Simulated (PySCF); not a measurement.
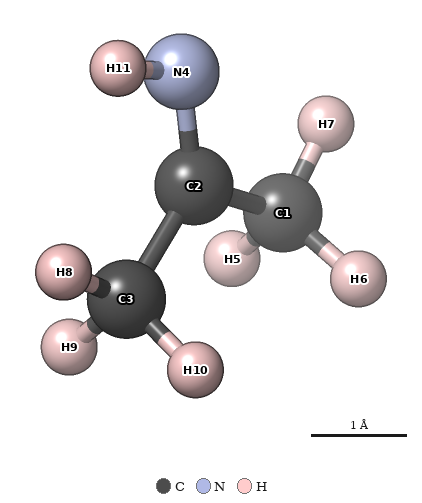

The structure as given in the input (ball-and-stick view, seen at a tilt; atoms are numbered from 1 in the order of the input).

## C3H7N: one change and its effect

System: C3H7N (2-propanimine).
Method of run 1: GIAO PBE0/cc-pVTZ NMR shielding, non-relativistic, gas phase (PySCF 2.14.0).

The geometry comes from this level: PBE0-D3(BJ)/def2-SVP. Text and figures count atoms from 1; the logs count them from 0 in places.

### The input, run 1
```
{"job": {"kind": "nmr", "xc": "PBE0", "basis": "cc-pVTZ", "pop": true}, "charge": 0, "multiplicity": 1}
C      1.299982    -0.531680    -0.102399
C      0.138467     0.408354     0.051106
C     -1.227494    -0.225541     0.011911
N      0.365653     1.650818     0.202088
H      1.234929    -1.082148    -1.055213
H      1.300160    -1.285508     0.701896
H      2.240280     0.032413    -0.071097
H     -2.025283     0.520934     0.134427
H     -1.382365    -0.753078    -0.943398
H     -1.326792    -0.981565     0.807886
H     -0.519469     2.161502     0.293682
```

The first line tells a small driver script what to run in PySCF; the rest is the geometry in Å.

Command:
```bash
OMP_NUM_THREADS=1 python <driver script> task.json out
```

Hardware: 1 CPU thread, shared host.

### Output (run 1)
```
coarse grid: 8664 points
cycle   1  E = -173.0780292937  dE =  2.453e-01  |g| = 4.545e-01  |ddm| = 6.347e+00
cycle   2  E = -173.0295643975  dE =  4.846e-02  |g| = 6.712e-01  |ddm| = 2.044e+00
cycle   3  E = -173.1261476917  dE = -9.658e-02  |g| = 1.241e-01  |ddm| = 1.239e+00
cycle   4  E = -173.1295685718  dE = -3.421e-03  |g| = 3.059e-02  |ddm| = 2.062e-01
cycle   5  E = -173.1297839971  dE = -2.154e-04  |g| = 3.507e-03  |ddm| = 4.266e-02
cycle   6  E = -173.1297863789  dE = -2.382e-06  |g| = 1.467e-03  |ddm| = 7.618e-03
final grid: 82224 points
cycle   7  E = -173.1231455770  dE = -5.611e-05  |g| = 7.473e-03  |ddm| = 9.086e-02
cycle   8  E = -173.1231428187  dE =  2.758e-06  |g| = 8.113e-03  |ddm| = 2.992e-02
cycle   9  E = -173.1231590906  dE = -1.627e-05  |g| = 2.986e-04  |ddm| = 1.529e-02
cycle  10  E = -173.1231591050  dE = -1.435e-08  |g| = 1.766e-04  |ddm| = 6.774e-04
cycle  11  E = -173.1231591116  dE = -6.686e-09  |g| = 5.008e-05  |ddm| = 2.890e-04
cycle  12  E = -173.1231591120  dE = -3.833e-10  |g| = 2.424e-05  |ddm| = 9.068e-05
converged SCF energy = -173.1231591120

GIAO shielding tensors (ppm)
atom      isotropic    diamagn.    paramagn.     s11        s22        s33       span
  0 C      160.002     244.630     -84.629    143.954    145.828    190.223     46.269
  1 C        6.887     245.829    -238.942   -108.257     -5.832    134.749    243.006
  2 C      155.929     246.637     -90.708    127.924    148.249    191.615     63.691
  3 N      -77.455     322.967    -400.422   -353.179    -59.111    179.925    533.104
  4 H       29.456      29.645      -0.188     26.469     28.602     33.298      6.828
  5 H       29.454      29.624      -0.171     26.497     28.541     33.323      6.826
  6 H       29.170      29.420      -0.251     26.157     27.608     33.744      7.587
  7 H       29.815      31.293      -1.479     27.002     28.538     33.904      6.902
  8 H       29.176      30.368      -1.192     26.108     28.498     32.922      6.814
  9 H       29.172      30.363      -1.191     26.096     28.512     32.909      6.813
 10 H       22.217      32.882     -10.665     14.538     25.005     27.108     12.570
```

For run 2 the input was changed thus:
```diff
-"basis": "cc-pVTZ"
+"basis": "cc-pVDZ"
```

What does this change do to the results?

The total energy of run 2 is 32.8 kcal/mol higher, which measures the change of basis and not a stability. The HOMO goes from −7.38 to −7.19 eV. The LUMO goes from 0.25 to 0.50 eV. The dipole moment goes from 2.39 to 2.25 D. Of all shieldings, the largest change is that of N4, by +21.3 ppm. The number of SCF iterations is the same. The basis functions go from 218 to 91.

### Output (run 2)
```
coarse grid: 8664 points
cycle   1  E = -173.0141938888  dE =  2.851e-01  |g| = 4.418e-01  |ddm| = 5.726e+00
cycle   2  E = -172.9662077172  dE =  4.799e-02  |g| = 6.497e-01  |ddm| = 1.739e+00
cycle   3  E = -173.0607038061  dE = -9.450e-02  |g| = 1.203e-01  |ddm| = 9.929e-01
cycle   4  E = -173.0642151706  dE = -3.511e-03  |g| = 2.213e-02  |ddm| = 1.987e-01
cycle   5  E = -173.0643337912  dE = -1.186e-04  |g| = 2.829e-03  |ddm| = 3.544e-02
cycle   6  E = -173.0643354644  dE = -1.673e-06  |g| = 9.807e-04  |ddm| = 5.676e-03
final grid: 82224 points
cycle   7  E = -173.0708973088  dE = -1.672e-05  |g| = 6.957e-03  |ddm| = 4.706e-02
cycle   8  E = -173.0708959299  dE =  1.379e-06  |g| = 7.384e-03  |ddm| = 2.650e-02
cycle   9  E = -173.0709103724  dE = -1.444e-05  |g| = 3.062e-04  |ddm| = 1.360e-02
cycle  10  E = -173.0709103834  dE = -1.100e-08  |g| = 2.071e-04  |ddm| = 6.058e-04
cycle  11  E = -173.0709103928  dE = -9.409e-09  |g| = 5.589e-05  |ddm| = 3.153e-04
cycle  12  E = -173.0709103935  dE = -6.806e-10  |g| = 1.245e-05  |ddm| = 8.810e-05
converged SCF energy = -173.0709103935

GIAO shielding tensors (ppm)
atom      isotropic    diamagn.    paramagn.     s11        s22        s33       span
  0 C      170.184     247.885     -77.701    153.420    158.576    198.556     45.136
  1 C       24.392     252.272    -227.880    -81.710     10.207    144.679    226.389
  2 C      165.956     249.994     -84.037    137.816    160.449    199.605     61.789
  3 N      -56.149     320.623    -376.771   -325.583    -36.586    193.723    519.306
  4 H       29.535      29.971      -0.435     26.419     28.816     33.370      6.950
  5 H       29.528      29.926      -0.398     26.442     28.752     33.390      6.949
  6 H       29.376      29.151       0.225     26.322     27.616     34.189      7.868
  7 H       30.008      31.084      -1.076     27.120     28.626     34.277      7.157
  8 H       29.340      30.608      -1.268     26.164     28.773     33.082      6.918
  9 H       29.337      30.604      -1.267     26.153     28.787     33.070      6.917
 10 H       22.073      33.608     -11.535     13.660     25.570     26.989     13.329
```

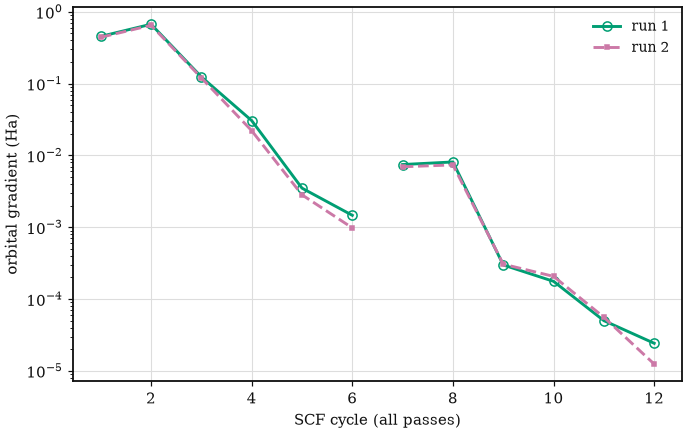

Convergence of the two runs: orbital gradient against the SCF cycle. A break in a curve parts two SCF passes (coarse and final grid). Run 1 takes 12 cycles in all, and run 2 takes 12.

### The two runs side by side

| quantity | run 1 | run 2 |
| --- | --- | --- |
| outcome | converged | converged |
| total energy (hartree) | −173.123159 | −173.070910 |
| HOMO (eV) | −7.38 | −7.19 |
| LUMO (eV) | 0.25 | 0.50 |
| dipole moment (D) | 2.39 | 2.25 |
| shielding of C1 (ppm) | 160.0 | 170.2 |
| shielding of C2 (ppm) | 6.9 | 24.4 |
| shielding of C3 (ppm) | 155.9 | 166.0 |
| shielding of N4 (ppm) | −77.5 | −56.1 |
| shielding of H7 (ppm) | 29.2 | 29.4 |
| shielding of H8 (ppm) | 29.8 | 30.0 |
| shielding of H10 (ppm) | 29.2 | 29.3 |
| SCF iterations | 12 | 12 |
| basis functions | 218 | 91 |
| wall time (shared host) | 13 s | 4.2 s |
